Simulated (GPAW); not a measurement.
## VGe31 (Ge32 V1): moments or none

Wanted: the moments of VGe31 (Ge32 V1) and the energy gained by spin polarisation.

Calculated with GPAW 26.7.0; PBE; plane waves with GPAW's PAW setups, scalar-relativistic.

## 1. The structure

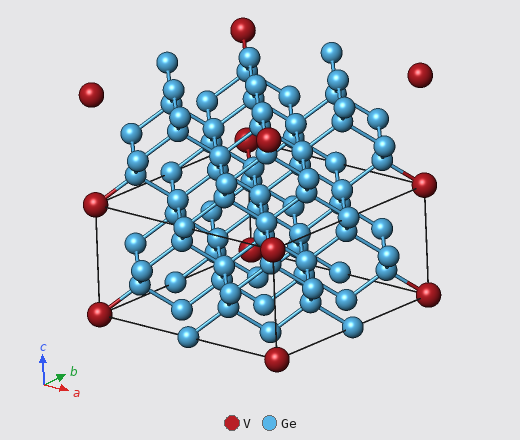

Start, viewed from a free direction; vanadium red, germanium blue. 1×1×2 cells are drawn. Bonds to atoms that aren't drawn are left out. Some periodic images of atoms are drawn too.

The cell is a made-up one and need not be a known phase.

## 2. Order 1, typed as ferro +

Parallel moments need no larger cell; this start tests for a ferromagnetic state only.

File order1.py:

```python
import json
import numpy as np
from ase import Atoms
from ase.parallel import paropen, parprint
from gpaw import GPAW

atoms = Atoms(['V', 'Ge', 'Ge', 'Ge', 'Ge', 'Ge', 'Ge', 'Ge', 'Ge', 'Ge', 'Ge', 'Ge', 'Ge', 'Ge', 'Ge', 'Ge', 'Ge', 'Ge', 'Ge', 'Ge', 'Ge', 'Ge', 'Ge', 'Ge', 'Ge', 'Ge', 'Ge', 'Ge', 'Ge', 'Ge', 'Ge', 'Ge'],
    cell=[[11.316, 0.0, 0.0],
         [0.0, 11.316, 0.0],
         [0.0, 0.0, 5.658]],
    scaled_positions=[[0.0, 0.0, 0.0],
         [0.125, 0.125, 0.25],
         [0.0, 0.25, 0.5],
         [0.125, 0.375, 0.75],
         [0.25, 0.0, 0.5],
         [0.375, 0.125, 0.75],
         [0.25, 0.25, 0.0],
         [0.375, 0.375, 0.25],
         [0.0, 0.5, 0.0],
         [0.125, 0.625, 0.25],
         [0.0, 0.75, 0.5],
         [0.125, 0.875, 0.75],
         [0.25, 0.5, 0.5],
         [0.375, 0.625, 0.75],
         [0.25, 0.75, 0.0],
         [0.375, 0.875, 0.25],
         [0.5, 0.0, 0.0],
         [0.625, 0.125, 0.25],
         [0.5, 0.25, 0.5],
         [0.625, 0.375, 0.75],
         [0.75, 0.0, 0.5],
         [0.875, 0.125, 0.75],
         [0.75, 0.25, 0.0],
         [0.875, 0.375, 0.25],
         [0.5, 0.5, 0.0],
         [0.625, 0.625, 0.25],
         [0.5, 0.75, 0.5],
         [0.625, 0.875, 0.75],
         [0.75, 0.5, 0.5],
         [0.875, 0.625, 0.75],
         [0.75, 0.75, 0.0],
         [0.875, 0.875, 0.25]],
    pbc=True,
    magmoms=[2.0, 0.0, 0.0, 0.0, 0.0, 0.0, 0.0, 0.0, 0.0, 0.0, 0.0, 0.0, 0.0, 0.0, 0.0, 0.0, 0.0, 0.0, 0.0, 0.0, 0.0, 0.0, 0.0, 0.0, 0.0, 0.0, 0.0, 0.0, 0.0, 0.0, 0.0, 0.0])
atoms.calc = GPAW(mode={'name': 'pw', 'ecut': 450},
    xc='PBE',
    kpts={'size': (3, 3, 5), 'gamma': True},
    occupations={'name': 'fermi-dirac', 'width': 0.05},
    convergence={'density': 1e-05, 'energy': 1e-05},
    maxiter=200,
    mixer={'name': 'pulay', 'beta': 0.05, 'nmaxold': 6, 'weight': 50},
    symmetry={'tolerance': 1e-4},
    txt='order1.txt')
e = atoms.get_potential_energy(force_consistent=True)
res = {'free_energy': e, 'energy_sigma0': atoms.get_potential_energy(), 'fermi_energy': atoms.calc.get_fermi_level()}
res['moments'] = atoms.get_magnetic_moments().tolist()
res['total'] = atoms.get_magnetic_moment()
parprint('site moments (muB):', np.round(res['moments'], 3))
parprint(f"total moment: {res['total']:.3f} muB")
parprint(f'free energy: {e:.6f} eV')
atoms.calc.write('order1.gpw')
with paropen('results.json', 'w') as f:
    json.dump(res, f)
```

Command:

```
> OMP_NUM_THREADS=1 mpirun -n 4 gpaw python order1.py > order1.log
```

Numbers of over 12 decimals in the logs are rounded to 6 here.

Log:

```text
site moments (muB): [ 1.486e+00 -2.000e-02  1.000e-03  0.000e+00  1.000e-03  0.000e+00
  2.000e-03 -0.000e+00 -3.000e-03  0.000e+00  1.000e-03 -2.000e-02
  0.000e+00 -0.000e+00  2.000e-03  0.000e+00 -3.000e-03  0.000e+00
  0.000e+00 -0.000e+00  1.000e-03 -2.000e-02  2.000e-03  0.000e+00
 -2.000e-03 -0.000e+00  0.000e+00  0.000e+00  0.000e+00  0.000e+00
  2.000e-03 -2.000e-02]
total moment: 1.646 muB
free energy: -145.793543 eV

--- order1.txt ---
Input parameters:
  mode=PW(ecut=450),
  convergence={'density': 1e-05, 'energy': 1e-05},
  kpts=MonkhorstPack(size=(3, 3, 5), gamma=True),
  maxiter=200,
  mixer=Pulay(name='pulay', nmaxold=6, beta=0.05, weight=50, sigma=0.015, g_ss=None),
  occupations=Occupations(name='fermi-dirac', width=0.05),
  symmetry=Symmetry(tolerance=0.0001),
  xc=XC(name='PBE')

Diagonalizing LCAO Hamiltonian
Converting LCAO to pw mode
        .---------------------------.
       /|                           |
      / |                           |
     /  |  Ge            Ge         |
    /   |       Ge            Ge    |
   /  Ge|           Ge              |
  /    Ge         Ge Ge         Ge  |
 *      .--Ge------------Ge---------.
 |     / Ge Ge         Ge Ge       /
 | Ge /      Ge  Ge        Ge     /
 |   Ge Ge    Ge   Ge Ge    Ge   /
 |  /Ge            Ge           /
 | /      Ge            Ge     /
 |/                           /
 V-------------Ge------------*

Atoms  # Å, Bohr magnetons
|    | symbol |        x |        y |        z |    initial magnetic moments |
|----|--------|----------|----------|----------|-----------------------------|
|  0 |      V | 0.000000 | 0.000000 | 0.000000 | ( 0.0000,  0.0000,  2.0000) |
|  1 |     Ge | 1.414500 | 1.414500 | 1.414500 | ( 0.0000,  0.0000,  0.0000) |
|  2 |     Ge | 0.000000 | 2.829000 | 2.829000 | ( 0.0000,  0.0000,  0.0000) |
|  3 |     Ge | 1.414500 | 4.243500 | 4.243500 | ( 0.0000,  0.0000,  0.0000) |
|  4 |     Ge | 2.829000 | 0.000000 | 2.829000 | ( 0.0000,  0.0000,  0.0000) |
|  5 |     Ge | 4.243500 | 1.414500 | 4.243500 | ( 0.0000,  0.0000,  0.0000) |
|  6 |     Ge | 2.829000 | 2.829000 | 0.000000 | ( 0.0000,  0.0000,  0.0000) |
|  7 |     Ge | 4.243500 | 4.243500 | 1.414500 | ( 0.0000,  0.0000,  0.0000) |
|  8 |     Ge | 0.000000 | 5.658000 | 0.000000 | ( 0.0000,  0.0000,  0.0000) |
|  9 |     Ge | 1.414500 | 7.072500 | 1.414500 | ( 0.0000,  0.0000,  0.0000) |
| 10 |     Ge | 0.000000 | 8.487000 | 2.829000 | ( 0.0000,  0.0000,  0.0000) |
| 11 |     Ge | 1.414500 | 9.901500 | 4.243500 | ( 0.0000,  0.0000,  0.0000) |
| 12 |     Ge | 2.829000 | 5.658000 | 2.829000 | ( 0.0000,  0.0000,  0.0000) |
| 13 |     Ge | 4.243500 | 7.072500 | 4.243500 | ( 0.0000,  0.0000,  0.0000) |
| 14 |     Ge | 2.829000 | 8.487000 | 0.000000 | ( 0.0000,  0.0000,  0.0000) |
| 15 |     Ge | 4.243500 | 9.901500 | 1.414500 | ( 0.0000,  0.0000,  0.0000) |
| 16 |     Ge | 5.658000 | 0.000000 | 0.000000 | ( 0.0000,  0.0000,  0.0000) |
[...]
| 22 |     Ge | 8.487000 | 2.829000 | 0.000000 | ( 0.0000,  0.0000,  0.0000) |
| 23 |     Ge | 9.901500 | 4.243500 | 1.414500 | ( 0.0000,  0.0000,  0.0000) |
| 24 |     Ge | 5.658000 | 5.658000 | 0.000000 | ( 0.0000,  0.0000,  0.0000) |
| 25 |     Ge | 7.072500 | 7.072500 | 1.414500 | ( 0.0000,  0.0000,  0.0000) |
| 26 |     Ge | 5.658000 | 8.487000 | 2.829000 | ( 0.0000,  0.0000,  0.0000) |
| 27 |     Ge | 7.072500 | 9.901500 | 4.243500 | ( 0.0000,  0.0000,  0.0000) |
| 28 |     Ge | 8.487000 | 5.658000 | 2.829000 | ( 0.0000,  0.0000,  0.0000) |
| 29 |     Ge | 9.901500 | 7.072500 | 4.243500 | ( 0.0000,  0.0000,  0.0000) |
| 30 |     Ge | 8.487000 | 8.487000 | 0.000000 | ( 0.0000,  0.0000,  0.0000) |
| 31 |     Ge | 9.901500 | 9.901500 | 1.414500 | ( 0.0000,  0.0000,  0.0000) |

Unit cell  # Å
| periodic |         x |         y |        z |   lengths |    angles |
|----------|-----------|-----------|----------|-----------|-----------|
|      yes | 11.316000 |  0.000000 | 0.000000 | 11.316000 | 90.000000 |
|      yes |  0.000000 | 11.316000 | 0.000000 | 11.316000 | 90.000000 |
|      yes |  0.000000 |  0.000000 | 5.658000 |  5.658000 | 90.000000 |

Number of symmetries: 8

BZ-sampling:
  Number of BZ points: 45
  Number of IBZ points: 9

  Monkhorst-Pack size: [3, 3, 5]
  Monkhorst-Pack shift: [0, 0, 0]

K-points  # in reciprocal-cell coordinates
|   |                                coordinates |     weight |
|---|--------------------------------------------|------------|
| 0 | (  0.00000000,   0.00000000,   0.00000000) | 0.02222222 |
| 1 | (  0.00000000,   0.00000000,   0.20000000) | 0.04444444 |
| 2 | (  0.00000000,   0.00000000,   0.40000000) | 0.04444444 |
| 3 | (  0.33333333,   0.00000000,   0.00000000) | 0.08888889 |
| 4 | (  0.33333333,   0.00000000,   0.20000000) | 0.17777778 |
| 5 | (  0.33333333,   0.00000000,   0.40000000) | 0.17777778 |
| 6 | (  0.33333333,   0.33333333,   0.00000000) | 0.08888889 |
| 7 | (  0.33333333,   0.33333333,   0.20000000) | 0.17777778 |
| 8 | (  0.33333333,   0.33333333,   0.40000000) | 0.17777778 |

Plane wave coefficients: 15740
Cutoff: 450.000000 eV

Spin-components: 2 (collinear spins)
Bands:           88
Projectors:      161
Spin-degeneracy: 1
Datatype:        complex128

Parallelization:
  kpt:    4
  domain: 1
  band:   1

Density:
  Valence electrons: 137.0
  Components: 2
  Grid points: [56 56 28]
  Charge: 0.0  # |e|

Potential:
  Grid points: [56 56 28]

species:
  V:
    name:    Vanadium
    Z:       23.0
    valence: 13
    core:    10
    charge:  0.0  # [|e|]
    compensation charges:
      type: gauss
      rc: 0.37  # [Å]
      lmax: 2
    cutoffs:
      filter: 2.14  # [Å]
      core: 0.96  # [Å]
    projectors
    | kind |    occ | energy [eV] | rcut [Å] |
    |------|--------|-------------|----------|
    |   3s |  2.000 |     -70.222 |    1.254 |
    |   4s |  2.000 |      -4.702 |    1.254 |
    |   3p |  6.000 |     -44.043 |    1.281 |
    |   4p |  0.000 |      -1.444 |    1.281 |
    |   3d |  3.000 |      -5.164 |    1.169 |
    |    d |        |      22.047 |    1.169 |

    Using partial waves for V as LCAO basis

  Ge:
    name:    Germanium
    Z:       32.0
    valence: 4
    core:    28
    charge:  0.0  # [|e|]
    compensation charges:
      type: gauss
      rc: 0.32  # [Å]
      lmax: 2
    cutoffs:
      filter: 1.77  # [Å]
      core: 3.42  # [Å]
    projectors
    | kind |    occ | energy [eV] | rcut [Å] |
    |------|--------|-------------|----------|
    |   4s |  2.000 |     -11.726 |    1.005 |
    |   4p |  2.000 |      -3.896 |    1.005 |
    |    s |        |      15.485 |    1.005 |
    |    p |        |      23.315 |    1.005 |
    |    d |        |       0.000 |    1.005 |

    Using partial waves for Ge as LCAO basis

Reference energy: -1795847.268990  # eV

eigensolver:
  PPCG
  Converge bands: occupied
  niter=2

density mixing:
  Pulay-Mixer
  Linear mixing parameters: 0.05
  Old densities: 6
  Fourier metric: weight=50, sigma=0.015

occupation numbers:
  Fermi-Dirac:
    width: 0.0500  # eV

poisson solver:
  ecut: 3600.000000  # eV

xc functional:
  name: PBE with 2 nearest neighbor stencil

convergence criteria:
- Maximum integral of absolute [dens]ity change: 1e-05 electrons / valence electron
- Maximum [total energy] change in last 3 cyles: 1e-05 eV / valence electron
- Maximum integral of absolute [eigenst]ate change: 4e-08 eV^2 / valence electron
maximum number of iterations: 200

SCF iterations
|iter     |      energy | eigst |  dens |  magmom |
|---------|-------------|-------|-------|---------|
|iter:   1|       0s | -147.451996 | +0.10 |       |  +2.0047|
|iter:   2|      17s | -146.280065 | -1.27 | -0.89 |  +2.0214|
|iter:   3|      34s | -146.208790 | -2.54 | -0.94 |  +1.9911|
|iter:   4|      65s | -145.809748 | -1.41 | -0.96 |  +1.6170|
|iter:   5|      86s | -145.781760 | -2.72 | -1.59 |  +1.6149|
|iter:   6|     103s | -145.772490 | -2.27 | -1.64 |  +1.5774|
|iter:   7|     121s | -145.765646 | -3.33 | -2.03 |  +1.5812|
|iter:   8|     139s | -145.764389 | -3.00 | -2.07 |  +1.6037|
|iter:   9|     157s | -145.764022 | -3.71 | -2.35 |  +1.6061|
|iter:  10|     175s | -145.761040 | -3.47 | -2.39 |  +1.6130|
[... 17 iterations left out ...]
|iter:  28|     483s | -145.762557c| -7.65c| -4.31 |  +1.6495|
|iter:  29|     492s | -145.762558c| -7.72c| -4.39 |  +1.6487|
|iter:  30|     503s | -145.762561c| -7.50c| -4.47 |  +1.6473|
|iter:  31|     517s | -145.762560c| -7.43c| -4.61 |  +1.6475|
|iter:  32|     525s | -145.762560c| -7.88c| -4.68 |  +1.6472|
|iter:  33|     534s | -145.762561c| -8.00c| -4.71 |  +1.6465|
|iter:  34|     544s | -145.762560c| -7.85c| -4.87 |  +1.6466|
|iter:  35|     553s | -145.762561c| -8.46c| -4.86 |  +1.6465|
|iter:  36|     562s | -145.762562c| -8.22c| -4.88 |  +1.6460|
|iter:  37|     571s | -145.762562c| -8.57c| -5.04c|  +1.6459|

Converged in 37 steps
Energy contributions relative to reference atoms: (reference = -1795847.268990)

Energy contributions:
  Kinetic:         411.997452
  Coulomb:        -367.740625
  Zero:              0.235661
  External:          0.000000
  Xc:             -190.224069
  Entropy:          -0.061961
  Spinorbit:         0.000000
  ----------------------------
  Free energy:    -145.793543
  Extrapolated:   -145.762562

dipole moment: (-137.634666, -137.634666, -142.592048)  # |e|*Ang

Total magnetic moment: (0.000000, 0.000000, 1.645881)

Local magnetic moments
|        x |        y |         z |
|----------|----------|-----------|
| 0.000000 | 0.000000 |  1.486201 |  # V    0
| 0.000000 | 0.000000 | -0.020206 |  # Ge   1
| 0.000000 | 0.000000 |  0.001104 |  # Ge   2
| 0.000000 | 0.000000 |  0.000303 |  # Ge   3
| 0.000000 | 0.000000 |  0.001104 |  # Ge   4
| 0.000000 | 0.000000 |  0.000303 |  # Ge   5
| 0.000000 | 0.000000 |  0.001603 |  # Ge   6
| 0.000000 | 0.000000 | -0.000112 |  # Ge   7
| 0.000000 | 0.000000 | -0.003209 |  # Ge   8
| 0.000000 | 0.000000 |  0.000303 |  # Ge   9
| 0.000000 | 0.000000 |  0.001104 |  # Ge  10
| 0.000000 | 0.000000 | -0.020206 |  # Ge  11
| 0.000000 | 0.000000 |  0.000432 |  # Ge  12
| 0.000000 | 0.000000 | -0.000112 |  # Ge  13
| 0.000000 | 0.000000 |  0.001603 |  # Ge  14
| 0.000000 | 0.000000 |  0.000303 |  # Ge  15
[...]
| 0.000000 | 0.000000 |  0.001603 |  # Ge  22
| 0.000000 | 0.000000 |  0.000303 |  # Ge  23
| 0.000000 | 0.000000 | -0.002242 |  # Ge  24
| 0.000000 | 0.000000 | -0.000112 |  # Ge  25
| 0.000000 | 0.000000 |  0.000432 |  # Ge  26
| 0.000000 | 0.000000 |  0.000303 |  # Ge  27
| 0.000000 | 0.000000 |  0.000432 |  # Ge  28
| 0.000000 | 0.000000 |  0.000303 |  # Ge  29
| 0.000000 | 0.000000 |  0.001603 |  # Ge  30
| 0.000000 | 0.000000 | -0.020206 |  # Ge  31

Fermi level: 5.494
Eigenvalues  # (at kpt = [0.000, 0.000, 0.000])
| band index |      eig [eV] | occ [0-1] |      eig [eV] | occ [0-1] |
|------------|---------------|-----------|---------------|-----------|
|          0 |       -58.872 |     1.000 |       -57.344 |     1.000 |
|        ... |               |           |               |           |
|         60 |         4.243 |     1.000 |         4.366 |     1.000 |
|         61 |         4.399 |     1.000 |         4.422 |     1.000 |
|         62 |         4.429 |     1.000 |         4.533 |     1.000 |
|         63 |         4.539 |     1.000 |         4.722 |     1.000 |
|         64 |         4.539 |     1.000 |         4.722 |     1.000 |
|         65 |         5.174 |     0.998 |         5.639 |     0.053 |
|         66 |         5.225 |     0.995 |         5.648 |     0.044 |
|         67 |         5.386 |     0.897 |         5.648 |     0.044 |
|         68 |         5.460 |     0.666 |         6.181 |     0.000 |
|         69 |         5.460 |     0.666 |         6.244 |     0.000 |
|         70 |         6.246 |     0.000 |         6.255 |     0.000 |
|         71 |         6.714 |     0.000 |         6.720 |     0.000 |
|         72 |         6.714 |     0.000 |         6.720 |     0.000 |
|         73 |         6.727 |     0.000 |         6.765 |     0.000 |
|         74 |         6.796 |     0.000 |         6.806 |     0.000 |
|        ... |               |           |               |           |
|         87 |         8.456 |     0.000 |         8.677 |     0.000 |

No gap
No difference between direct/indirect transitions
```

Run time: 10 min. Hardware: 4 MPI ranks of Arm Neoverse V1, shared host; peak memory 2.1 GiB; 40 min of CPU time.

Spin moment in the augmentation sphere by element, in μB:

| element | atoms | mean | spread (r.m.s.) | least | largest |
| --- | --- | --- | --- | --- | --- |
| V | 1 | 1.49 | 0.00 | 1.49 | 1.49 |
| Ge | 31 | 0.00 | 0.01 | -0.02 | 0.00 |

The atoms farthest from the mean of their element:

| atom | x, y, z (Å) | spin moment in the augmentation sphere (μB) |
| --- | --- | --- |
| Ge2 | 1.41, 1.41, 1.41 | -0.02 |
| Ge12 | 1.41, 9.90, 4.24 | -0.02 |
| Ge32 | 9.90, 9.90, 1.41 | -0.02 |
| Ge22 | 9.90, 1.41, 4.24 | -0.02 |
| Ge23 | 8.49, 2.83, 0.00 | 0.00 |
| Ge31 | 8.49, 8.49, 0.00 | 0.00 |
| Ge15 | 2.83, 8.49, 0.00 | 0.00 |
| Ge7 | 2.83, 2.83, 0.00 | 0.00 |

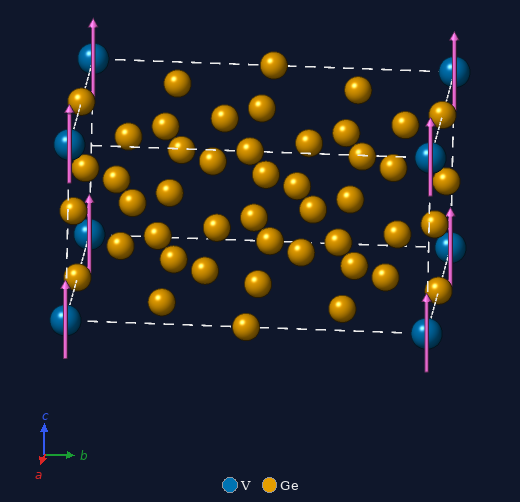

Spin moment in the augmentation sphere as arrows, the longest 1.49 μB. Up and down stand for the sign. Arrows give size and sign along the axis of quantisation, drawn up and down the page. Some periodic images of atoms are drawn too.

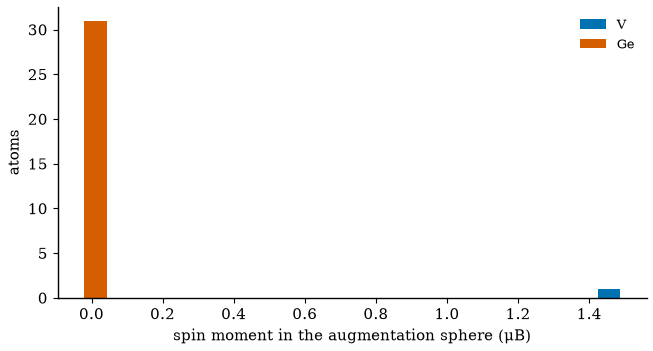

Spin moment in the augmentation sphere as a stacked histogram.

Numbers from this step:

```yaml
magnetization: 1.646 μB
final_state: ferromagnetic
```

After 37 cycles the largest moment stands at 1.49 μB.

[end of part 1 of 2]

[Logs and program files are shortened in this print: banners, set-up blocks, solver, clock and traceback lines can be left out without a mark of their own.]

[Logs are printed without paths, hosts, clocks, repeated set-up lines and the standing remarks that a program may print on its own settings, such as how far it seeks lower states.]

[Hosts, paths, dates, database ids (printed as entryN), source tags and the programs' standing remarks are cut or masked in the printed files.]

[Where a cell is said to come from a database of computed structures, the database is the Materials Project.]
